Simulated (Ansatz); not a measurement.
**What a change does: single-point calculation on CHAlClNO**

System: CHAlClNO, SMILES O=C=[N][AlH][Cl].
Method of the first run: RKS wB97M-V/def2-SVP (Ansatz 0.2.0).

The geometry comes from this level: PBE0-D4/def2-TZVP. Text and figures count atoms from 1; the logs count them from 0 in places.

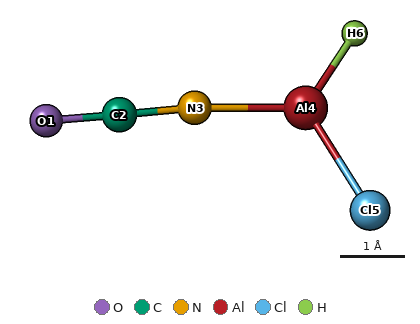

Figure 1. The structure (ball-and-stick view, seen at a tilt; atoms are numbered from 1 in the order of the input). Sticks mark near contacts. Bond lengths as drawn: Al–Cl 2.08 Å, Al–H 1.56 Å, Al–N 1.76 Å, C–N 1.20 Å and C–O 1.16 Å.

Input, the first run:
```yaml
crystal:
  periodic: [false, false, false]
  atoms:
    - {symbol: O, position_ang: [-0.593587, -1.778813, -2.271408]}
    - {symbol: C, position_ang: [-0.424167, -1.086597, -1.351587]}
    - {symbol: N, position_ang: [-0.264019, -0.376865, -0.401556]}
    - {symbol: Al, position_ang: [0.146900, 0.686507, 0.934362]}
    - {symbol: Cl, position_ang: [2.090231, 1.431777, 1.025264]}
    - {symbol: H, position_ang: [-0.913260, 1.060091, 2.018723]}
basis:
  gaussian: {orbitals: def2-SVP}
hamiltonian: {xc: {name: wB97M-V}}
output: {orbitals: {seedname: orbitals}}
```

Hardware: 2 CPU threads, shared host.

Output (the first run):
```
Functional definition: wB97M-V
  parameter omega = 0.3/bohr
  parameter cx = 0.15
  parameter cx01 = 1.007
  parameter cx10 = 0.259
  parameter css00 = 0.443
  parameter css04 = -1.437
  parameter css10 = -4.535
  parameter css20 = -3.390
  parameter css43 = 4.278
  parameter cos00 = 1.000
  parameter cos10 = 1.358
  parameter cos20 = 2.924
  parameter cos21 = -8.812
  parameter cos60 = -1.390
  parameter cos61 = 9.142
  parameter b = 6.0
  parameter c = 0.01
  gx(w, u) = 1 - cx + cx01*u + cx10*w
  gss(w, u) = css00 + css04*u^4 + css10*w + css20*w^2 + css43*w^4*u^3
  gos(w, u) = cos00 + cos10*w + (cos20 + cos21*u)*w^2 + (cos60 + cos61*u)*w^6
  exchange = spin_sum(e_x_unif_sr(omega)*gx(b97_w, b97_u_x)) + cx*exact_x_sr(omega) + exact_x_lr(omega)
  correlation = spin_sum(e_c_pw_mod_same_spin*gss(b97_w, b97_u_same))
      + integral(e_c_pw_mod_opposite_spin*gos(b97_w_opposite, b97_u_opposite)) + vv10(b, c)
784 factors; integrals over basis functions are off by at most 9.7e-4 eV
198 factors; integrals over basis functions are off by at most 1.0e-5 eV
mean field evaluation 1: about -23697.1193 eV, gradient 4.7e1 eV
mean field evaluation 2: about -23697.5707 eV, gradient 4.7e1 eV
mean field evaluation 4: about -23701.2987 eV, gradient 1.7e0 eV
mean field evaluation 8: about -23701.4119 eV, gradient 1.8e-1 eV
mean field evaluation 16: about -23701.4120 eV, gradient 6.9e-5 eV
mean field -23701.41198259 eV, -871.0108249661 hartree, gradient 6.9e-5 eV, S^2 0.000000; 0 other end points of the search recorded, 0 dependent functions left out
reference -23701.41202136 eV, -871.0108263909 hartree; 26, 26 occupied and 57, 57 virtual orbitals, 784 factors
Total energy: -23701.41202136 eV, -871.0108263909 hartree
```

The input of the second run differs as follows (lines with − go, lines with + come):
```diff
-  gaussian: {orbitals: def2-SVP}
+  gaussian: {orbitals: "def2-QZVPP.json"}
```

Predict how the results change.

The total energy of the second run is 294.2 kcal/mol lower, which measures the change of basis and not a stability. The HOMO goes from −10.97 to −11.16 eV. The LUMO goes from 0.34 to −0.01 eV. The basis functions go from 83 to 341.

Output (the second run):
```
Functional definition: wB97M-V
  parameter omega = 0.3/bohr
  parameter cx = 0.15
  parameter cx01 = 1.007
  parameter cx10 = 0.259
  parameter css00 = 0.443
  parameter css04 = -1.437
  parameter css10 = -4.535
  parameter css20 = -3.390
  parameter css43 = 4.278
  parameter cos00 = 1.000
  parameter cos10 = 1.358
  parameter cos20 = 2.924
  parameter cos21 = -8.812
  parameter cos60 = -1.390
  parameter cos61 = 9.142
  parameter b = 6.0
  parameter c = 0.01
  gx(w, u) = 1 - cx + cx01*u + cx10*w
  gss(w, u) = css00 + css04*u^4 + css10*w + css20*w^2 + css43*w^4*u^3
  gos(w, u) = cos00 + cos10*w + (cos20 + cos21*u)*w^2 + (cos60 + cos61*u)*w^6
  exchange = spin_sum(e_x_unif_sr(omega)*gx(b97_w, b97_u_x)) + cx*exact_x_sr(omega) + exact_x_lr(omega)
  correlation = spin_sum(e_c_pw_mod_same_spin*gss(b97_w, b97_u_same))
      + integral(e_c_pw_mod_opposite_spin*gos(b97_w_opposite, b97_u_opposite)) + vv10(b, c)
1290 factors; their error is unknown
271 factors; integrals over basis functions are off by at most 2.1e-5 eV
mean field evaluation 1: about -23709.0718 eV, gradient 5.4e1 eV
mean field evaluation 2: about -23709.5435 eV, gradient 5.4e1 eV
mean field evaluation 4: about -23714.1497 eV, gradient 1.8e0 eV
mean field evaluation 8: about -23714.1597 eV, gradient 6.4e-2 eV
mean field evaluation 16: about -23714.1698 eV, gradient 5.6e-5 eV
mean field -23714.16982050 eV, -871.4796668616 hartree, gradient 5.6e-5 eV, S^2 0.000000; 0 other end points of the search recorded, 0 dependent functions left out
reference -23714.16987832 eV, -871.4796689866 hartree; 26, 26 occupied and 315, 315 virtual orbitals, 1290 factors
Total energy: -23714.16987832 eV, -871.4796689866 hartree
```

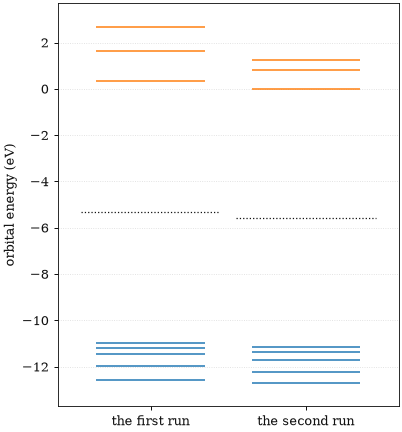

Figure 2. The five highest filled and three lowest empty orbital energies of the two runs; the dotted lines part filled from empty levels. The HOMO–LUMO gap is 11.31 eV in the first run and 11.14 eV in the second run.

The two runs side by side:

```csv
quantity,the first run,the second run
outcome,converged,converged
total energy (hartree),−871.010826,−871.479669
HOMO (eV),−10.97,−11.16
LUMO (eV),0.34,−0.01
basis functions,83,341
wall time (shared host),6 s,19 s
```
